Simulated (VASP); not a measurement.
Band structure of Ga₂AsP (space group R3m). Calculation: PBEsol GGA, VASP's PBE PAW potentials (set 64) (plane waves; VASP).

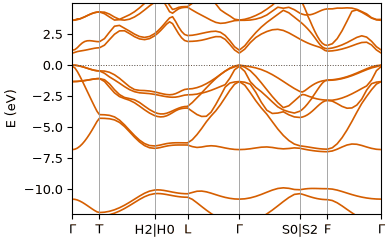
Fig. 1. Bands along high-symmetry lines, zero at the valence-band maximum or, without a gap, the Fermi level

Q: Read the plot: is there a gap, and where are the band edges?

A: The gap is direct, 0.97 eV, from the valence maximum at Γ to the conduction minimum at Γ. (Edges off the drawn lines would not show.)

The structure comes from a computed database's Ga2AsP entry (R3m); how it stands against other phases isn't given here. It was relaxed first.
